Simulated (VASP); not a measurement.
# Sound and unsound inputs on Y, part 3 of 3

Aim: change the input of a sound run on Y piece by piece and see what each change does. All runs use PBE. The start is a cell from a database of measured crystal structures.

VASP 6.6.1; PBE; plane waves and PAW (Y_sv).

Still holding for the runs below: The k-mesh is coarse for a metal.

So far. Step 2 (Reference run): The pressure is -0.25 GPa and the largest force 0.000 eV/Å. Step 3 (Self-consistent run (PBE), changed input): Against the reference run the energy at zero smearing moves by +2.04 meV an atom and the pressure by +0.05 GPa.

### Step 7. Full relaxation (PBE), changed input, try 2

This run is made with a changed input; what comes of it follows.

Input file INCAR:

```
SYSTEM = Y
PREC = Normal
ENCUT = 250
EDIFF = 1E-06
NELM = 65
ISMEAR = -1
SIGMA = 0.05
LREAL = .FALSE.
ALGO = Normal
GGA = PE
NBANDS = 17
LASPH = .TRUE.
LORBIT = 11
LWAVE = .FALSE.
LCHARG = .FALSE.
KPAR = 2
IBRION = 2
NSW = 30
ISIF = 3
EDIFFG = -0.01
```

Input file POSCAR:

```
Y
1.0
    3.6474000000      0.0000000000      0.0000000000
   -1.8237000000      3.1587410578      0.0000000000
    0.0000000000      0.0000000000      5.7306000000
Y
2
Direct
    0.3333333333      0.6666666667      0.2500000000
    0.6666666667      0.3333333333      0.7500000000
```

Input file KPOINTS:

```
Automatic mesh
0
Gamma
8 8 5
0 0 0
```

Potentials, in the order of the species: Y_sv (PBE family, release 64).

Run with:

```sh
$ mpirun -np 2 vasp_std
```

Output:

```text
[... set-up lines as in an earlier step ...]
 entering main loop
       N       E                     dE             d eps       ncg     rms          rms(c)
DAV:   1     0.607744380149E+02    0.60774E+02   -0.80713E+03  1068   0.744E+02
DAV:   2    -0.724095787906E+01   -0.68015E+02   -0.66652E+02  1340   0.187E+02
DAV:   3    -0.131629010828E+02   -0.59219E+01   -0.59062E+01  1773   0.356E+01
DAV:   4    -0.132691543179E+02   -0.10625E+00   -0.10620E+00  1300   0.518E+00
DAV:   5    -0.132716368212E+02   -0.24825E-02   -0.24822E-02  1459   0.604E-01    0.330E+01
DAV:   6    -0.129333418631E+02    0.33829E+00   -0.42792E-01  1131   0.412E+00    0.204E+01
DAV:   7    -0.128686983033E+02    0.64644E-01   -0.81670E-01  1306   0.526E+00    0.176E+00
DAV:   8    -0.128580458005E+02    0.10653E-01   -0.15643E-01  1268   0.231E+00    0.129E+00
DAV:   9    -0.128570891525E+02    0.95665E-03   -0.36864E-03  1540   0.381E-01    0.355E-01
DAV:  10    -0.128570846067E+02    0.45458E-05   -0.15200E-03  1159   0.295E-01    0.352E-01
DAV:  11    -0.128570365572E+02    0.48050E-04   -0.12198E-04  1286   0.778E-02    0.566E-02
DAV:  12    -0.128570470406E+02   -0.10483E-04   -0.17821E-05  1332   0.307E-02    0.973E-03
DAV:  13    -0.128570503400E+02   -0.32995E-05   -0.15374E-06   968   0.995E-03    0.159E-03
DAV:  14    -0.128570503844E+02   -0.44334E-07   -0.12832E-07   692   0.272E-03
   1 F= -.12857050E+02 E0= -.12836863E+02  d E =-.128571E+02
 curvature:   0.00 expect dE= 0.000E+00 dE for cont linesearch  0.000E+00
 trial: gam= 0.00000 g(F)=  0.904E-47 g(S)=  0.538E-02 ort = 0.000E+00 (trialstep = 0.100E+01)
 search vector abs. value=  0.538E-02
 bond charge predicted
       N       E                     dE             d eps       ncg     rms          rms(c)
DAV:   1    -0.129188537075E+02   -0.61803E-01   -0.12981E+00  1399   0.731E+00    0.168E+00
DAV:   2    -0.128687343591E+02    0.50119E-01   -0.14322E-01  1318   0.236E+00    0.810E-01
DAV:   3    -0.128552800059E+02    0.13454E-01   -0.11492E-01  1599   0.167E+00    0.534E-01
DAV:   4    -0.128567880885E+02   -0.15081E-02   -0.84982E-03  1246   0.463E-01    0.291E-01
DAV:   5    -0.128589206353E+02   -0.21325E-02   -0.22579E-03  1730   0.162E-01    0.123E-01
DAV:   6    -0.128592642562E+02   -0.34362E-03   -0.31781E-04  1169   0.125E-01    0.192E-02
DAV:   7    -0.128593367073E+02   -0.72451E-04   -0.29563E-04  1782   0.488E-02    0.207E-02
DAV:   8    -0.128593426615E+02   -0.59542E-05   -0.11370E-05  1460   0.176E-02    0.153E-02
DAV:   9    -0.128593434307E+02   -0.76923E-06   -0.61342E-07   701   0.467E-03
   2 F= -.12859343E+02 E0= -.12839236E+02  d E =-.229305E-02
[...]
3 F= -.12859399E+02 E0= -.12839283E+02  d E =-.234863E-02
[...]
4 F= -.12859399E+02 E0= -.12839284E+02  d E =-.234846E-02
 curvature:  -0.38 expect dE=-0.439E-04 dE for cont linesearch -0.601E-06
 ZBRENT: accuracy reached
 trial: gam= 0.03842 g(F)=  0.149E-46 g(S)=  0.115E-03 ort =-0.920E-04 (trialstep = 0.975E+00)
 search vector abs. value=  0.116E-03
 bond charge predicted
       N       E                     dE             d eps       ncg     rms          rms(c)
DAV:   1    -0.128597807113E+02   -0.38268E-03   -0.16298E-02  1020   0.928E-01    0.100E-01
DAV:   2    -0.128595627614E+02    0.21795E-03   -0.57506E-04  1189   0.155E-01    0.551E-02
DAV:   3    -0.128594750186E+02    0.87743E-04   -0.26780E-04  1333   0.105E-01    0.344E-02
DAV:   4    -0.128594760911E+02   -0.10724E-05   -0.10851E-05  1367   0.203E-02    0.191E-02
DAV:   5    -0.128594763747E+02   -0.28370E-06   -0.50673E-06  1215   0.120E-02
   5 F= -.12859476E+02 E0= -.12839344E+02  d E =-.775271E-04
 trial-energy change:   -0.000078  1 .order   -0.000077   -0.000108   -0.000045
 step:   1.6588(harm=  1.6588)  dis= 0.00000  next Energy=   -12.859491 (dE=-0.923E-04)
 reached required accuracy - stopping structural energy minimisation
```

Elapsed: 23 s, on 2 MPI ranks of AMD EPYC 7R43, shared host; peak memory 0.19 GiB.

From OUTCAR (step 7):

```text
   ENCUT  =  250.0 eV  18.37 Ry    4.29 a.u.   4.70  4.70  7.39*2*pi/ulx,y,z

   NELECT =      22.0000    total number of electrons

 E-fermi :   3.0462

 k-point     1 :       0.0000    0.0000    0.0000
  band No.  band energies     occupation
    ...
      6     -19.3069      2.00000
      7     -19.3069      2.00000
      8     -19.2700      2.00000
      9      -1.6264      2.00000
     10       1.2000      2.00000
     11       4.0086      0.00000
     12       4.8112      0.00000
     13       4.8113      0.00000
     14       5.1516      0.00000
     15       5.4323      0.00000
    ...

  Total        0.0183648      0.0183648     -0.0131190      0.0000000      0.0000000      0.0000000
  in kB        0.4528881      0.4528881     -0.3235246      0.0000000      0.0000000      0.0000000
  external PRESSURE =       0.1940839 kB  Pullay stress =       0.0000000 kB

 POSITION                                       TOTAL-FORCE (eV/Angst)
 -----------------------------------------------------------------------------------
     -0.00000      2.09845      1.41970         0.000000     -0.000000      0.000000
      1.81731      1.04922      4.25910        -0.000000      0.000000      0.000000
 -----------------------------------------------------------------------------------
    total drift:                               -0.000000      0.000000     -0.000000

  FREE ENERGIE OF THE ION-ELECTRON SYSTEM (eV)
  ---------------------------------------------------
  free  energy   TOTEN  =       -12.8594763747 eV

  energy  without entropy=      -12.8192120827  energy(sigma->0) =      -12.83934423

[... 7 parts as in an earlier step ...]

[... 10 further parts left out ...]
```

Convergence was reached, but on settings outside the sound range, so the numbers are no properties of the crystal.

The fault in the input: cell relaxed at a low cutoff (ENCUT = 250 and PREC = "Normal"). Relax cells at about 1.3 times the default cutoff with PREC = Accurate.

### Step 8. Total energy, forces and stress (PBE), changed input, try 2

A single point gives energy, forces and stress at these settings. Some settings are moved from the usual, to see what they do.

Input file INCAR:

```
SYSTEM = Y
PREC = Accurate
ENCUT = 400
EDIFF = 1E-06
NELM = 100
ISMEAR = 1
SIGMA = 0.02
LREAL = .FALSE.
ALGO = Normal
GGA = PE
NBANDS = 35
LASPH = .TRUE.
LORBIT = 11
LWAVE = .FALSE.
LCHARG = .FALSE.
KPAR = 2
ISIF = 2
NELMIN = 8
```

POSCAR is that of step 7.

KPOINTS is that of step 7.

Run with:

```sh
$ mpirun -np 2 vasp_std
```

Output:

```text
[... set-up lines as in an earlier step ...]
 entering main loop
       N       E                     dE             d eps       ncg     rms          rms(c)
DAV:   1     0.107478366416E+03    0.10748E+03   -0.78888E+03  2100   0.491E+02
DAV:   2    -0.467762043598E+01   -0.11216E+03   -0.10690E+03  2584   0.162E+02
DAV:   3    -0.129794760204E+02   -0.83019E+01   -0.80013E+01  3271   0.285E+01
DAV:   4    -0.132473904274E+02   -0.26791E+00   -0.26772E+00  2434   0.520E+00
DAV:   5    -0.132497365778E+02   -0.23462E-02   -0.23460E-02  2552   0.422E-01    0.329E+01
DAV:   6    -0.129181298557E+02    0.33161E+00   -0.18017E-01  2393   0.205E+00    0.203E+01
DAV:   7    -0.128607333428E+02    0.57397E-01   -0.35670E-01  2780   0.265E+00    0.160E+00
DAV:   8    -0.128484802801E+02    0.12253E-01   -0.62197E-02  2346   0.119E+00    0.256E-01
DAV:   9    -0.128485483396E+02   -0.68060E-04   -0.39666E-03  2513   0.277E-01    0.232E-01
DAV:  10    -0.128484584695E+02    0.89870E-04   -0.19861E-04  2571   0.664E-02    0.156E-01
DAV:  11    -0.128484788609E+02   -0.20391E-04   -0.88932E-05  2247   0.468E-02    0.317E-02
DAV:  12    -0.128484786610E+02    0.19993E-06   -0.36111E-06  2347   0.875E-03
   1 F= -.12848479E+02 E0= -.12848452E+02  d E =-.787042E-04
```

It took 23 s on 2 MPI ranks; peak memory 0.3 GiB.

From OUTCAR (step 8):

```text
   k-points           NKPTS =     30   k-points in BZ     NKDIM =     30   number of bands    NBANDS=     35

   NELECT =      22.0000    total number of electrons

 E-fermi :   2.9496

 k-point     1 :       0.0000    0.0000    0.0000
  band No.  band energies     occupation
    ...
      6     -19.4405      2.00000
      7     -19.4405      2.00000
      8     -19.4024      2.00000
      9      -1.7049      2.00000
     10       1.1217      2.00000
     11       3.8401      0.00000
     12       4.7212      0.00000
     13       4.7212      0.00000
     14       5.0134      0.00000
     15       5.3188      0.00000
    ...

  Total       -0.1255088     -0.1255088     -0.0949597     -0.0000000     -0.0000000      0.0000000
  in kB       -3.0457002     -3.0457002     -2.3043705     -0.0000000     -0.0000000      0.0000000
  external PRESSURE =      -2.7985903 kB  Pullay stress =       0.0000000 kB

 POSITION                                       TOTAL-FORCE (eV/Angst)
 -----------------------------------------------------------------------------------
     -0.00000      2.10583      1.43265         0.000000      0.000000      0.000000
      1.82370      1.05291      4.29795        -0.000000      0.000000      0.000000
 -----------------------------------------------------------------------------------
    total drift:                               -0.000000      0.000000     -0.000000

  FREE ENERGIE OF THE ION-ELECTRON SYSTEM (eV)
  ---------------------------------------------------
  free  energy   TOTEN  =       -12.8484786610 eV

  energy  without entropy=      -12.8483999567  energy(sigma->0) =      -12.84845243

[... 8 parts as in an earlier step ...]

[... 8 further parts left out ...]
```

NELMIN acts on the way to self-consistency or on speed; a fully converged result doesn't depend on them, though slow mixing can meet EDIFF with the stress still off.

Numbers from this step:

| Property | Result |
| --- | --- |
| SCF cycles | 12 |
| bands | 35 |
| pressure | -0.2799 GPa |

Against the reference run the energy at zero smearing moves by +1.91 meV an atom and the pressure by -0.03 GPa.

### Step 9. Relaxing cell and atoms (PBE)

Properties are meant for the cell that this level of theory prefers, so cell and atoms are relaxed first (ISIF = 3) until forces and stress are small; EDIFFG sets the threshold.

Input file INCAR:

```
SYSTEM = Y
PREC = Accurate
ENCUT = 400
EDIFF = 1E-06
NELM = 100
ISMEAR = -1
SIGMA = 0.05
LREAL = .FALSE.
ALGO = Normal
GGA = PE
NBANDS = 17
LASPH = .TRUE.
LORBIT = 11
LWAVE = .FALSE.
LCHARG = .FALSE.
KPAR = 2
IBRION = 2
NSW = 60
ISIF = 3
EDIFFG = -0.01
```

POSCAR is that of step 8.

KPOINTS is that of step 8.

Run with:

```sh
$ mpirun -np 2 vasp_std
```

Output:

```text
[... set-up lines as in an earlier step ...]
 entering main loop
       N       E                     dE             d eps       ncg     rms          rms(c)
DAV:   1     0.750355328776E+02    0.75036E+02   -0.10161E+04  1020   0.102E+03
DAV:   2    -0.641096386221E+01   -0.81446E+02   -0.80216E+02  1275   0.233E+02
DAV:   3    -0.131114277961E+02   -0.67005E+01   -0.66598E+01  1833   0.405E+01
DAV:   4    -0.132682859602E+02   -0.15686E+00   -0.15659E+00  1219   0.664E+00
DAV:   5    -0.132728776920E+02   -0.45917E-02   -0.45912E-02  1552   0.803E-01    0.329E+01
DAV:   6    -0.129398981879E+02    0.33298E+00   -0.43418E-01  1134   0.420E+00    0.204E+01
DAV:   7    -0.128837959110E+02    0.56102E-01   -0.84830E-01  1342   0.542E+00    0.178E+00
DAV:   8    -0.128734069690E+02    0.10389E-01   -0.16610E-01  1295   0.239E+00    0.123E+00
DAV:   9    -0.128723455147E+02    0.10615E-02   -0.40940E-03  1468   0.404E-01    0.404E-01
DAV:  10    -0.128724951969E+02   -0.14968E-03   -0.17760E-03  1169   0.388E-01    0.334E-01
DAV:  11    -0.128724330779E+02    0.62119E-04   -0.12834E-04  1386   0.100E-01    0.424E-02
DAV:  12    -0.128724287392E+02    0.43387E-05   -0.27124E-05  1219   0.447E-02    0.207E-02
DAV:  13    -0.128724299247E+02   -0.11855E-05   -0.48388E-06  1203   0.202E-02    0.992E-04
DAV:  14    -0.128724300444E+02   -0.11973E-06   -0.11037E-07   831   0.228E-03
   1 F= -.12872430E+02 E0= -.12852265E+02  d E =-.128724E+02
 curvature:   0.00 expect dE= 0.000E+00 dE for cont linesearch  0.000E+00
 trial: gam= 0.00000 g(F)=  0.127E-46 g(S)=  0.124E-02 ort = 0.000E+00 (trialstep = 0.100E+01)
 search vector abs. value=  0.124E-02
 bond charge predicted
       N       E                     dE             d eps       ncg     rms          rms(c)
DAV:   1    -0.128830880257E+02   -0.10658E-01   -0.25896E-01  1304   0.341E+00    0.675E-01
DAV:   2    -0.128748986215E+02    0.81894E-02   -0.24306E-02  1287   0.989E-01    0.341E-01
DAV:   3    -0.128724547732E+02    0.24438E-02   -0.19750E-02  1697   0.727E-01    0.240E-01
DAV:   4    -0.128726551646E+02   -0.20039E-03   -0.12424E-03  1250   0.189E-01    0.137E-01
DAV:   5    -0.128729712103E+02   -0.31605E-03   -0.16952E-04  1454   0.746E-02    0.449E-02
DAV:   6    -0.128730683058E+02   -0.97095E-04   -0.16207E-04  1551   0.480E-02    0.158E-02
DAV:   7    -0.128730773023E+02   -0.89965E-05   -0.13222E-05  1602   0.171E-02    0.328E-03
DAV:   8    -0.128730772063E+02    0.95963E-07   -0.90947E-07   642   0.662E-03
   2 F= -.12873077E+02 E0= -.12852935E+02  d E =-.647162E-03
[...]
3 F= -.12873077E+02 E0= -.12852935E+02  d E =-.647411E-03
[...]
4 F= -.12873166E+02 E0= -.12853004E+02  d E =-.882716E-04
 trial-energy change:   -0.000088  1 .order   -0.000100   -0.000136   -0.000065
 step:   1.9288(harm=  1.9288)  dis= 0.00000  next Energy=   -12.873208 (dE=-0.131E-03)
 bond charge predicted
       N       E                     dE             d eps       ncg     rms          rms(c)
DAV:   1    -0.128736202861E+02   -0.45426E-03   -0.19877E-02  1022   0.101E+00    0.129E-01
DAV:   2    -0.128732855805E+02    0.33471E-03   -0.97140E-04  1195   0.205E-01    0.690E-02
DAV:   3    -0.128731596284E+02    0.12595E-03   -0.62714E-04  1438   0.146E-01    0.452E-02
DAV:   4    -0.128731635953E+02   -0.39670E-05   -0.32145E-05  1311   0.343E-02    0.285E-02
DAV:   5    -0.128731668938E+02   -0.32985E-05   -0.10780E-05  1360   0.171E-02    0.883E-03
DAV:   6    -0.128731666044E+02    0.28939E-06   -0.68277E-07   586   0.682E-03
   5 F= -.12873167E+02 E0= -.12852987E+02  d E =-.891490E-04
 curvature:  -1.06 expect dE=-0.281E-05 dE for cont linesearch -0.273E-05
 trial: gam= 0.00000 g(F)=  0.120E-48 g(S)=  0.266E-05 ort =-0.196E-04 (trialstep = 0.119E+01)
 search vector abs. value=  0.266E-05
 reached required accuracy - stopping structural energy minimisation
```

The job ended after 45 s (2 MPI ranks; peak memory 0.29 GiB).

Parts of OUTCAR (step 9):

```text
   NELECT =      22.0000    total number of electrons

 E-fermi :   2.9886

 k-point     1 :       0.0000    0.0000    0.0000
  band No.  band energies     occupation
    ...
      6     -19.3979      2.00000
      7     -19.3979      2.00000
      8     -19.3605      2.00000
      9      -1.6863      2.00000
     10       1.1544      2.00000
     11       3.9342      0.00000
     12       4.7412      0.00000
     13       4.7412      0.00000
     14       5.1012      0.00000
     15       5.3594      0.00000
    ...

  Total       -0.0067365     -0.0067365      0.0044241      0.0000000      0.0000000      0.0000000
  in kB       -0.1643612     -0.1643612      0.1079426      0.0000000      0.0000000      0.0000000
  external PRESSURE =      -0.0735932 kB  Pullay stress =       0.0000000 kB

 POSITION                                       TOTAL-FORCE (eV/Angst)
 -----------------------------------------------------------------------------------
     -0.00000      2.10793      1.42207         0.000000     -0.000000      0.000000
      1.82552      1.05397      4.26620        -0.000000      0.000000      0.000000
 -----------------------------------------------------------------------------------
    total drift:                               -0.000000      0.000000     -0.000000

  FREE ENERGIE OF THE ION-ELECTRON SYSTEM (eV)
  ---------------------------------------------------
  free  energy   TOTEN  =       -12.8731666044 eV

  energy  without entropy=      -12.8328067682  energy(sigma->0) =      -12.85298669

[... 9 parts as in an earlier step ...]

[... 9 further parts left out ...]
```

The run keeps the 24 symmetry operations of its start, so it cannot find a distortion of lower symmetry.

Step by step:

```
step  energy less that of the first step (eV)  largest force (eV/Å)  pressure (GPa)  volume (Å³)
   1                                   0.0000                0.0000           -0.25        66.02
   2                                  -0.0006                0.0000            0.06        65.53
   3                                  -0.0006                0.0000            0.06        65.53
   4                                  -0.0007                0.0000            0.03        65.60
   5                                  -0.0007                0.0000           -0.01        65.67
```

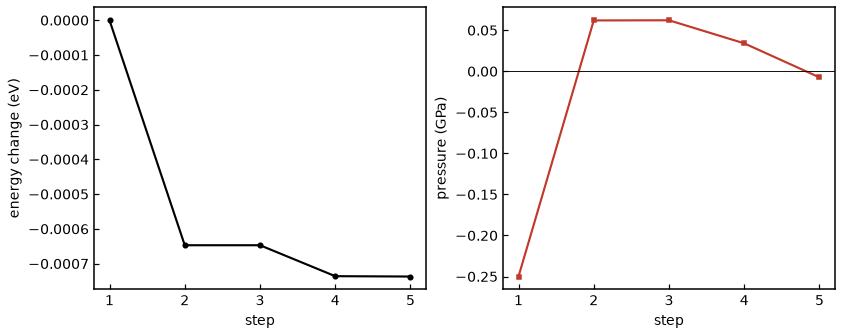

Energy and pressure along the relaxation.

```
conventional cell, symmetrised  before  after  change
                         a (Å)   3.647  3.651  +0.1 %
                         b (Å)   3.647  3.651  +0.1 %
                         c (Å)   5.731  5.688  -0.7 %
              volume (Å³/atom)   33.01  32.83  -0.5 %
```

The relaxed structure:

```
Y
1.0
     3.65105    0.00000    0.00000
    -1.82552    3.16190    0.00000
     0.00000    0.00000    5.68827
Y
2
Direct
  0.33333 0.66667 0.25000
  0.66667 0.33333 0.75000
```

Numbers from this step:

```
bands                           : 17
free energy (TOTEN)             : -12.87 eV
Fermi energy                    : 2.989 eV
pressure                        : -0.007359 GPa
SCF cycles over all ionic steps : 37
```

It ends with forces that vanish by symmetry and a pressure of -0.01 GPa.

### Step 10. The runs together

| changed | job | ended | energy (meV/atom) | pressure (GPa) | volume (%) |
| --- | --- | --- | --- | --- | --- |
| ISMEAR = 1, SIGMA = 0.005, LREAL = Auto | single point | converged, with a warning or advice | +2.04 | +0.05 | - |
| ISMEAR = 0, SIGMA = 3.0 | single point | converged, with a warning or advice | -453.35 | +6.44 | - |
| k = 2×2×1, PREC = Normal | single point | converged | -606.30 | -8.32 | - |
| ISMEAR = 0, SIGMA = 0.005, k = 4×4×2 | relaxation | converged | - | - | +1.8 |
| ENCUT = 250, PREC = Normal | relaxation | converged | - | - | -1.1 |
| ISMEAR = 1, SIGMA = 0.02, NELMIN = 8, NBANDS = 35 | single point | converged | +1.91 | -0.03 | - |

### Step 11. Outcome

| Property | Result |
| --- | --- |
| ISMEAR = 1, SIGMA = 0.005, LREAL = Auto (single point) | converged, with a warning or advice, +2.04 meV/atom |
| ISMEAR = 0, SIGMA = 3.0 (single point) | converged, with a warning or advice, -453.35 meV/atom |
| k = 2×2×1, PREC = Normal (single point) | converged, -606.30 meV/atom |
| ISMEAR = 0, SIGMA = 0.005, k = 4×4×2 (relaxation) | converged, volume +1.8 % |
| ENCUT = 250, PREC = Normal (relaxation) | converged, volume -1.1 % |
| ISMEAR = 1, SIGMA = 0.02, NELMIN = 8, NBANDS = 35 (single point) | converged, +1.91 meV/atom |

What this shows: Changes that show themselves, by a stop, a warning or no convergence: ISMEAR = 1, SIGMA = 0.005, LREAL = Auto; ISMEAR = 0, SIGMA = 3.0 (where several settings stand together, the step names the one at fault, if it is known). Changes that converge quietly and move the result by over 10 meV an atom or 1 % in volume: k = 2×2×1, PREC = Normal; ISMEAR = 0, SIGMA = 0.005, k = 4×4×2; ENCUT = 250, PREC = Normal. Differences of single points are from the reference run, and of volumes from the sound relaxation. The k-sampling is coarse for a metal, so the Fermi level, pressures and the shape of the cell carry errors.

[Lines on the potential files, build, host, timing and source positions are cut from VASP's logs without a mark.]

[Logs are printed without paths, hosts, clocks, repeated set-up lines and the standing remarks that a program may print on its own settings, such as how far it seeks lower states.]

[Hosts, paths, dates, database ids (printed as entryN), source tags and the programs' standing remarks are cut or masked in the printed files.]

[A measured line is paired with the nearest computed mode of its activity, which favours agreement.]
